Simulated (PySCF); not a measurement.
**Run report: C7H12BNO, excited-state calculation**

C7H12BNO, SMILES [BH3-][n+]1ccccc1COC, computed with TDDFT CAM-B3LYP/def2-SVPD, vertical, gas phase, core orbitals frozen in the response (PySCF 2.14.0).

The geometry comes from this level: PBE0-D3(BJ)/def2-SVP. It belongs to a series of runs on one base structure; here: H on C replaced by CH2OCH3.

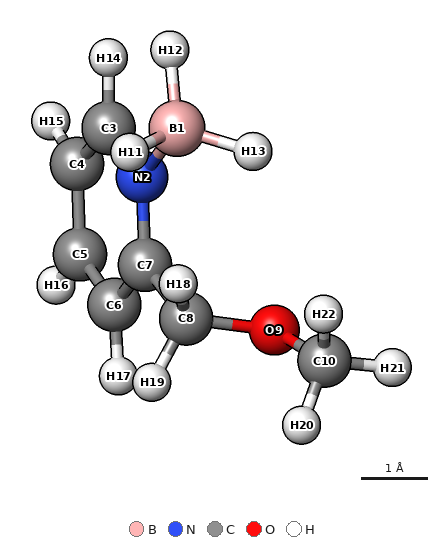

*The structure (ball-and-stick view, seen at a tilt; atoms are numbered from 1 in the order of the input).*

Bond lengths as drawn: B–H 1.22 to 1.23 Å, B–N 1.61 Å, C–C 1.39 to 1.50 Å, C–H 1.09 to 1.11 Å, C–N 1.34 to 1.35 Å and C–O 1.40 Å.

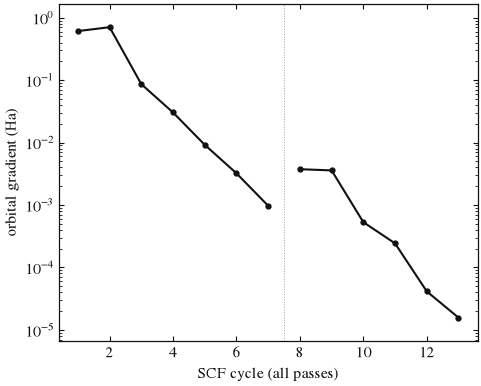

*Convergence of the self-consistent field: orbital gradient against the SCF cycle. The dotted line marks the change from a coarse to the final integration grid.*

The first 7 cycles use a coarse grid, the final grid takes over at cycle 8, and the field converges after 13 cycles in all.

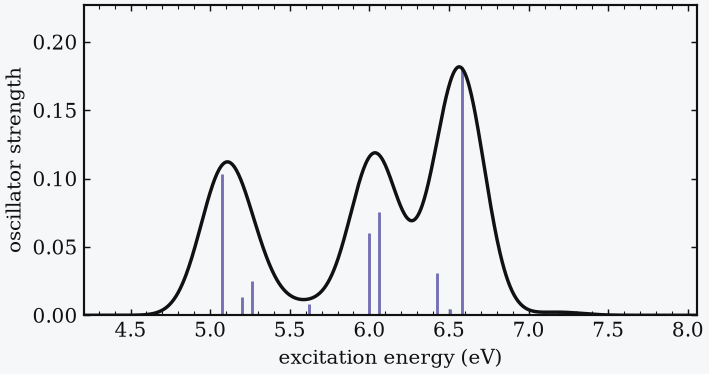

*Computed excitations as sticks (degenerate states added up, dark ones marked on the axis), with a Gaussian envelope of 0.35 eV full width at half maximum, scaled to the tallest.*

Of the 10 states the lowest lies at 5.08 eV (f = 0.103); the strongest line is at 6.58 eV, or 188 nm (f = 0.182).

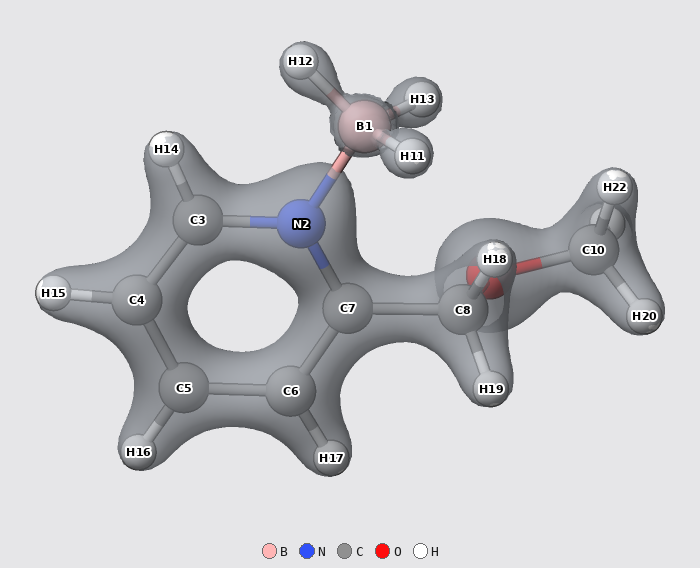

*Isosurface of the total electron density at 1 e/Å³ (grey), seen at a tilt.*

At this value the surface falls into two separate pieces. It is pinched off along the B–N (1.61 Å) contacts. On the grid the lowest density along these lines, outside the cores, is 2.3 e/Å³ (C–N, 1.34 Å), 2.1 e/Å³ (C–C, 1.39 Å), 1.8 e/Å³ (C–O, 1.40 Å) and 0.8 e/Å³ (B–N, 1.61 Å).

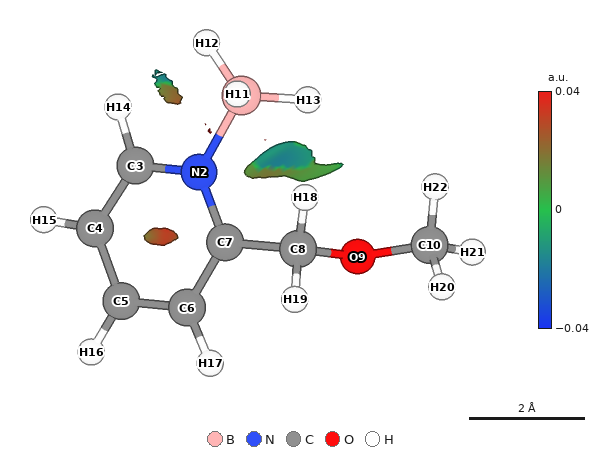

*Non-covalent interaction (NCI) plot: the surface where the reduced density gradient is 0.5, for densities under 0.05 a.u., coloured by sign(λ₂)ρ; seen at a tilt.*

The input and output of the run follow.

### Input
```
{"job": {"kind": "uv", "xc": "CAM-B3LYP", "basis": "def2-SVPD", "ip": true}, "charge": 0, "multiplicity": 1}
B     -0.315688     1.894925     0.560709
N     -0.950502     0.471990     0.170875
C     -2.249756     0.419872    -0.158938
C     -2.884233    -0.761107    -0.512743
C     -2.146395    -1.939976    -0.526387
C     -0.801765    -1.881056    -0.178597
C     -0.221567    -0.664302     0.168596
C      1.243593    -0.583349     0.478941
O      1.925699    -0.447068    -0.732652
C      3.253061    -0.044086    -0.569431
H      0.020751     1.820313     1.740472
H     -1.204160     2.717001     0.389775
H      0.647440     2.073300    -0.172528
H     -2.767970     1.378590    -0.129944
H     -3.943430    -0.743905    -0.773623
H     -2.609605    -2.889203    -0.803990
H     -0.177924    -2.776272    -0.177334
H      1.419805     0.276434     1.146658
H      1.553269    -1.507310     1.009588
H      3.838719    -0.775784     0.021927
H      3.701307     0.035159    -1.569355
H      3.319882     0.940996    -0.070811
```

The first line tells a small driver script what to run in PySCF; the rest is the geometry in Å.

Run as:
```bash
OMP_NUM_THREADS=1 python <driver script> task.json out
```

### What the program printed
```
coarse grid: 18280 points
cycle   1  E = -428.0752875567  dE =  1.727e+00  |g| = 6.094e-01  |ddm| = 1.545e+01
cycle   2  E = -428.0726733833  dE =  2.614e-03  |g| = 7.037e-01  |ddm| = 2.767e+00
cycle   3  E = -428.1648105514  dE = -9.214e-02  |g| = 8.614e-02  |ddm| = 1.456e+00
cycle   4  E = -428.1662301177  dE = -1.420e-03  |g| = 3.031e-02  |ddm| = 3.010e-01
cycle   5  E = -428.1664715455  dE = -2.414e-04  |g| = 9.193e-03  |ddm| = 1.083e-01
cycle   6  E = -428.1664869067  dE = -1.536e-05  |g| = 3.217e-03  |ddm| = 3.242e-02
cycle   7  E = -428.1664891533  dE = -2.247e-06  |g| = 9.701e-04  |ddm| = 8.241e-03
final grid: 176328 points
cycle   8  E = -428.2539128490  dE = -5.637e-05  |g| = 3.742e-03  |ddm| = 2.323e-01
cycle   9  E = -428.2539137109  dE = -8.619e-07  |g| = 3.580e-03  |ddm| = 3.159e-02
cycle  10  E = -428.2539163886  dE = -2.678e-06  |g| = 5.311e-04  |ddm| = 9.558e-03
cycle  11  E = -428.2539164368  dE = -4.814e-08  |g| = 2.428e-04  |ddm| = 1.601e-03
cycle  12  E = -428.2539164500  dE = -1.319e-08  |g| = 4.135e-05  |ddm| = 9.477e-04
cycle  13  E = -428.2539164503  dE = -3.267e-10  |g| = 1.571e-05  |ddm| = 1.624e-04
converged SCF energy = -428.2539164503

Static polarisability (au): isotropic 112.701, principal 79.381 120.004 138.718

Singlet excitations
state   eV       nm        f      main configurations
  1   5.0758    244.3   0.10313   H->L 0.94
  2   5.2010    238.4   0.01325   H-1->L 0.73, H-3->L 0.10
  3   5.2601    235.7   0.02540   H-3->L 0.44, H->L+1 0.29, H-1->L 0.18
  4   5.6211    220.6   0.00841   H-2->L 0.74, H-1->L+1 0.10
  5   5.9974    206.7   0.05991   H->L+1 0.41, H-1->L+1 0.24, H-3->L 0.20
  6   6.0590    204.6   0.07573   H-1->L+1 0.58, H->L+1 0.16, H-3->L 0.14
  7   6.4254    193.0   0.03076   H-2->L+1 0.65, H-3->L+1 0.16
  8   6.5062    190.6   0.00471   H-4->L 0.57, H-6->L 0.29
  9   6.5815    188.4   0.18182   H-3->L+1 0.60, H-5->L 0.17, H-2->L+1 0.13
 10   7.1890    172.5   0.00258   H-4->L+1 0.56, H-6->L+1 0.17, H-6->L 0.11

Triplet excitations (Tamm-Dancoff, eV): 3.9474 4.3273 4.6393 5.1130
Vertical ionisation energy (delta-SCF) = 9.4003 eV
Vertical electron affinity (delta-SCF) = 0.2979 eV
```

### Results in brief

```json
{"quantity": "outcome", "value": "converged"}
{"quantity": "total energy", "value": "−428.253916 hartree"}
{"quantity": "HOMO", "value": "−8.65 eV"}
{"quantity": "LUMO", "value": "−0.87 eV"}
{"quantity": "dipole moment", "value": "5.61 D"}
{"quantity": "mean polarisability", "value": "112.70 a.u."}
{"quantity": "vertical ionisation energy", "value": "9.40 eV"}
{"quantity": "vertical electron affinity", "value": "0.30 eV"}
{"quantity": "lowest singlet excitation", "value": "5.08 eV"}
{"quantity": "hardware", "value": "1 CPU thread, shared host"}
{"quantity": "wall time", "value": "25 min"}
{"quantity": "peak memory", "value": "1.6 GiB"}
```
